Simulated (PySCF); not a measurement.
Vertical excitations of a molecule CH7FO2Si2 from TDA-PBE0/def2-SVPD (PySCF), as energy in eV (oscillator strength): 5.61 (0.005), 6.70 (0.006), 6.76 (0.012), 7.09 (0.003), 7.24 (0.004), 7.57 (0.085), 7.71 (0.008), 7.83 (0.015), 7.88 (0.050), 8.02 (0.055). Lowest triplet (TDA): 5.25 eV. Coordinates come from a PBE0-D3(BJ)/def2-SVP optimisation. One conformer was computed; it need not be the lowest.

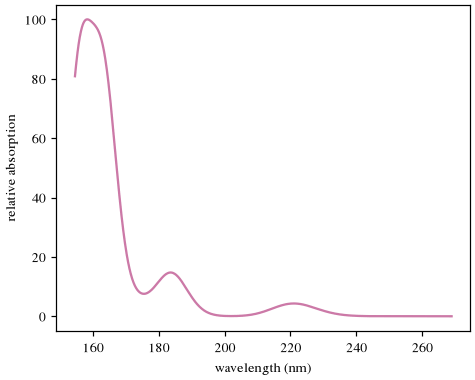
Figure: The lines broadened by 0.4 eV.

Problem. Pick the molecule that these values belong to.
A. O[SiH2]O[SiH2]CF
B. O[SiH2][C@@H](O)[SiH2]F
C. O[SiH](O)[SiH2]CF
D. O[SiH2]OC[SiH2]F

Solution. B, O[SiH2][C@@H](O)[SiH2]F
